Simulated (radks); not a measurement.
Level of theory: Dirac Kohn-Sham, PBE, spin-unpolarised, spherical densities, finite nucleus. Computed with the in-house radial solver radks. The occupation of the 6s shell is varied from Sm⁺ ([Xe] 4f6 6s1 (open shells shared over both j by 2j + 1)) to Sm ([Xe] 4f6 6s2 (open shells shared over both j by 2j + 1)), with spherical fractional occupations. Wanted, and plotted below: the total energy less the straight line between the end points, and the eigenvalue of 6s (the dashed line is minus the energy to take the whole electron out).

The curve is convex (below the straight line), with the largest deviation among the points computed, −0.60 eV, at 0.5. The end points differ by 5.95 eV, the energy to take the electron out. The eigenvalue, which is the slope of the energy (Janak's theorem), moves from −8.42 eV at 0 to −3.58 eV at 1; for a straight line it would stay constant, and a parabola would sag by an eighth of this change, scaled to a whole electron, 0.60 eV. Convexity is the delocalisation error: fractional charges are too low in energy.

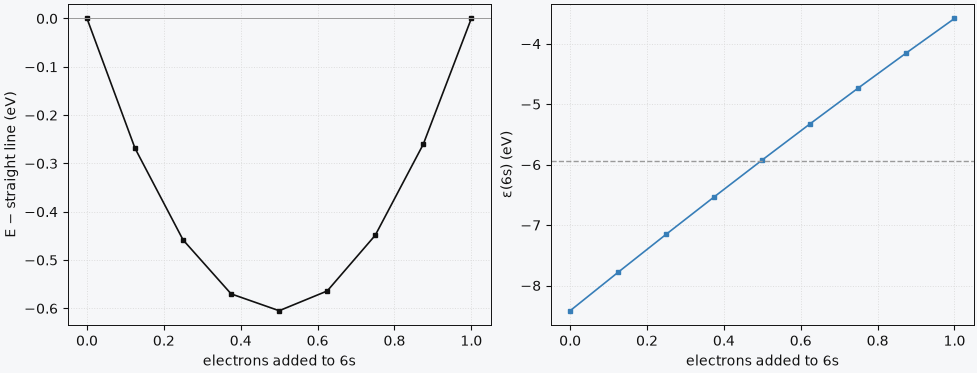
